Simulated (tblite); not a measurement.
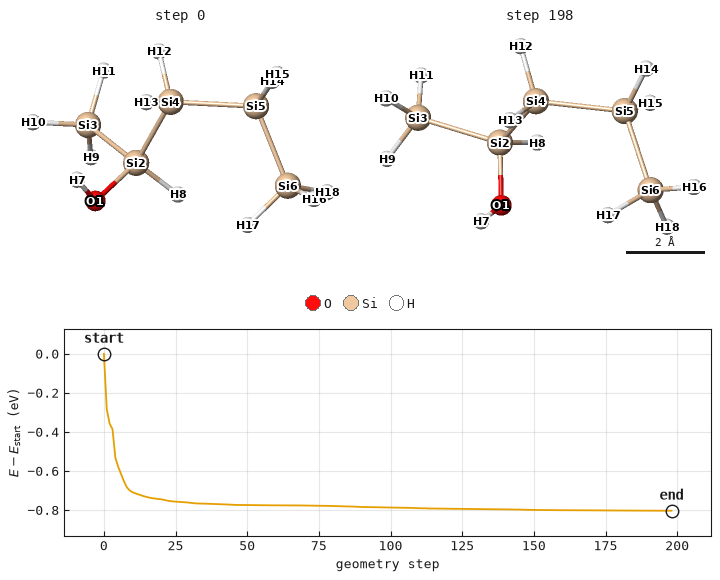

First and last geometry of a relaxation of Si₅H₁₂O, with the history of the run. The picture is a ball-and-stick view, seen at a tilt.

Level of theory: tblite, GFN2-xTB geometry optimisation, gas phase. 

Q: What do the curves and the structures tell?

A: It converged. The largest move after the best rigid fit is that of H7, 2.09 Å. Largest moves by element: H 2.09 Å, O 1.83 Å, Si 0.96 Å. Near-neighbour distances that change, for instance: Si2–Si3 2.207 → 2.320 Å, Si2–Si4 2.217 → 2.324 Å, Si5–Si6 2.210 → 2.314 Å, O1–Si2 1.734 → 1.644 Å. Bond angles that change, for instance: O1–Si2–H8 110.2° → 97.0°, Si2–O1–H7 111.2° → 122.7°, Si3–Si2–Si4 108.4° → 119.0°. Groups turn about Si2–Si3 by about 65°, Si4–Si5 by about 50°, Si2–Si4 by about 35°. The energy falls by 0.803 eV in 198 geometry steps.
